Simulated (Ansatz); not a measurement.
# Calculations on SiN3H7

### Relaxation

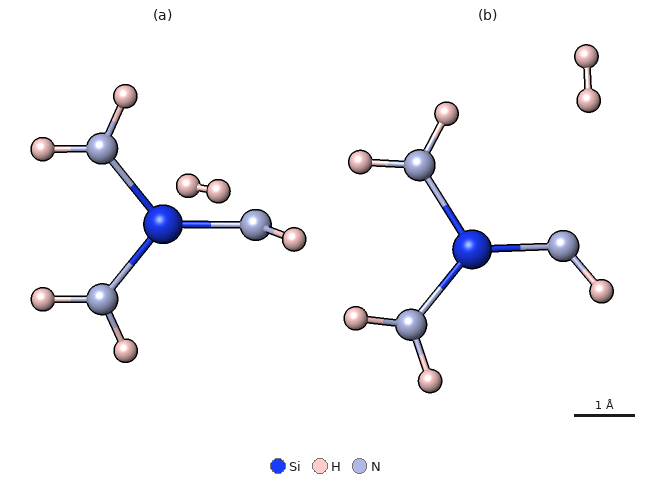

The structure of SiN$_{3}$H$_{7}$ (started from a transition state, displaced along its imaginary mode) before (left) and after (right) a relaxation, at one scale.

A ball-and-stick model, seen at a tilt.

Theory: RKS PBE0-D4/def2-TZVP (Ansatz). (force threshold 0.005 eV/Å; at most 200 steps)

**Summarise the run.**

After 52 accepted moves (55 points after the start) the energy has fallen by 134.2 kJ/mol. Largest force component: 8.7 eV/Å at the start, 0.0029 eV/Å at the end. The line search rejected the trial steps at points 11, 17, 24 of the run. The largest move after the best rigid fit is that of an H atom, 2.65 Å. Largest moves by element: H 2.65 Å, N 0.86 Å, Si 0.53 Å. Among the contacts that change: H–Si 2.043 → 3.895 Å, H–Si 1.954 → 3.294 Å, H–H 0.583 → 0.752 Å, H–N 0.986 → 1.006 Å. Bond angles that change, for instance: N–Si–N 127.4° → 119.0°, Si–N–H 132.8° → 125.8°, N–Si–N 127.4° → 132.6°. Groups turn about N–Si by about 80°.

### Relaxation

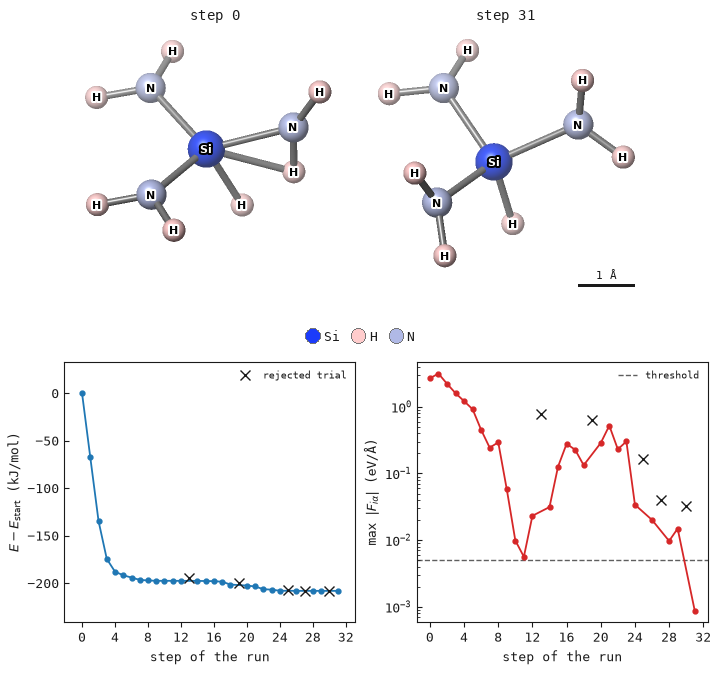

First and last geometry of a relaxation of SiN3H7 (started from a transition state, displaced along its imaginary mode), with the history of the run. The picture is a ball-and-stick view, seen from a free direction.

All numbers below come from RKS PBE0-D4/def2-TZVP in Ansatz.

Input
```yaml
crystal:
  periodic: [false, false, false]
  atoms:
    - {symbol: Si, position_ang: [0.042656, -0.053579, -0.116207]}
    - {symbol: H, position_ang: [0.302335, -1.420779, -0.855530]}
    - {symbol: N, position_ang: [0.590840, 0.638965, -1.529773]}
    - {symbol: H, position_ang: [0.616388, -0.487094, -1.643201]}
    - {symbol: N, position_ang: [0.960938, 0.031160, 1.318962]}
    - {symbol: N, position_ang: [-1.593537, 0.071417, 0.350392]}
    - {symbol: H, position_ang: [0.742920, 1.588660, -1.887116]}
    - {symbol: H, position_ang: [1.962462, 0.062358, 1.271044]}
    - {symbol: H, position_ang: [0.625389, -0.305680, 2.205549]}
    - {symbol: H, position_ang: [-1.939830, -0.263674, 1.233014]}
    - {symbol: H, position_ang: [-2.310562, 0.138246, -0.347234]}
basis:
  gaussian: {orbitals: def2-TZVP}
hamiltonian: {xc: pbe0, dispersion: d4}
relax: {f_tol: 0.005, max_steps: 200}
```

Command:
```bash
ansatz run in.yaml --threads 4 --pin off --events-out ev --progress --plain --max-ram 9574MiB
```

**Read the history and describe the run.**

It converged. Over 26 accepted moves (31 points after the start) the energy falls by 208.0 kJ/mol. The largest force component goes from 2.7 to 0.00088 eV/Å. The line search rejected the trial steps at points 13, 19, 25, 27, 30 of the run. H9 moves most after the best rigid fit: 1.06 Å. Largest moves by element: H 1.06 Å, Si 0.32 Å, N 0.24 Å. Near-neighbour distances that change, for instance: Si1–H4 1.688 → 2.386 Å, N3–H4 1.132 → 1.006 Å, Si1–H2 1.576 → 1.491 Å, Si1–N3 1.667 → 1.716 Å. Among the angles between lasting bonds that change: Si1–N3–H4 71.3° → 120.2°, H4–N3–H7 151.9° → 111.5°, H2–Si1–N3 84.7° → 103.6°.

### Reaction

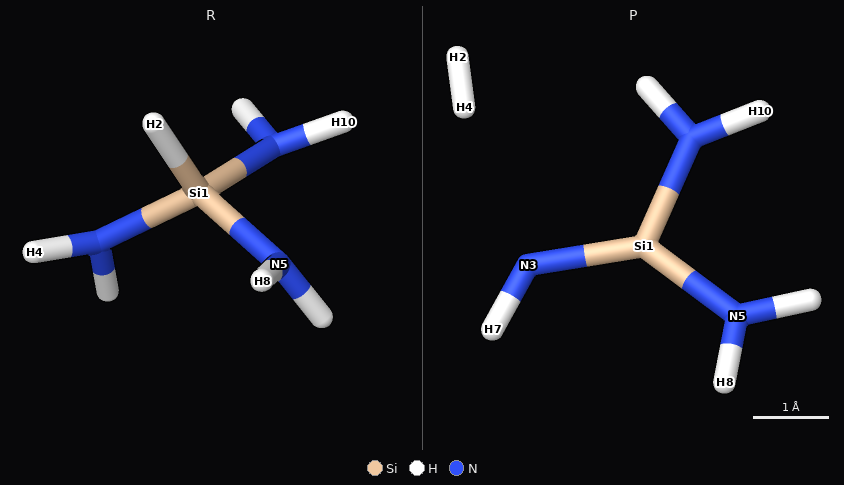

Reactant (R) and product (P) of one elementary step of SiN₃H₇. A stick model, seen from a free direction.

Stationary points at PBE0-D4/def2-TZVP, single-point energies with CCSD(T)/CBS (def2-TZVPP where no basis is named; Ansatz 0.2.0). The energies are electronic, without zero-point or thermal terms, and both ends are the minima reached downhill from the saddle, with any fragments still in contact. CCSD(T)/CBS stands for a frozen-core estimate: MP2 correlation extrapolated from def2-TZVPP and def2-QZVPP, CCSD(T) minus MP2 from the smaller set.

R:
```xyz
11

Si    0.0392   -0.3775   -0.1015
H     0.3086   -1.7876   -0.5036
N     0.3932    0.5204   -1.5201
H     1.1186    0.2120   -2.1458
N     0.9168   -0.2010    1.3621
N    -1.5493    0.1077    0.3086
H     0.2841    1.5215   -1.5450
H     1.7813   -0.6985    1.4965
H     0.9046    0.6649    1.8767
H    -1.9538   -0.1809    1.1835
H    -2.2432    0.2190   -0.4114
```

P:
```xyz
11

Si    0.3910    0.1944    0.2940
H    -1.4387   -0.8668   -2.9761
N     1.0098    0.3190   -1.1584
H    -0.8124   -0.5810   -2.6730
N     0.9878    0.5772    1.8258
N    -1.1542   -0.4409    0.4699
H     1.8778    0.7710   -1.3915
H     1.9189    0.9325    1.9551
H     0.4401    0.5851    2.6688
H    -1.5468   -0.7734    1.3316
H    -1.6733   -0.7171   -0.3463
```

**Predict the saddle point between them and the barrier.**

Counted by bonded pieces, R holds SiH₇N₃ and P holds H₂ + SiH₅N₃. From R over the saddle to P, a bond forms: H2–H4 (2.71 → 0.92 → 0.75 Å). Bonds break: Si1–H2 (1.49 → 1.81 → 3.89 Å), N3–H4 (1.01 → 1.50 → 2.53 Å). The saddle has one imaginary mode, 1076i cm⁻¹. With CCSD(T)/CBS the barrier is 293.3 kJ/mol from R and 84.3 kJ/mol from P, and P lies 209.0 kJ/mol above R.

Saddle geometry:

```xyz
11

Si    0.0440    0.1352   -0.1106
H     0.3363   -1.4394   -0.9525
N     0.5847    0.7342   -1.5106
H     0.5687   -0.7622   -1.5336
N     0.9580    0.0032    1.3019
N    -1.5800    0.0454    0.3399
H     0.7408    1.6591   -1.8734
H     1.9608    0.0612    1.2641
H     0.6139   -0.3048    2.1950
H    -1.9233   -0.2668    1.2318
H    -2.3039    0.1348   -0.3522
```

The saddle point in the same view, with dashed sticks for the bonds that form or break:

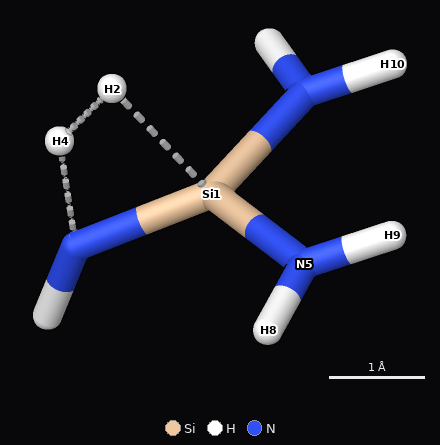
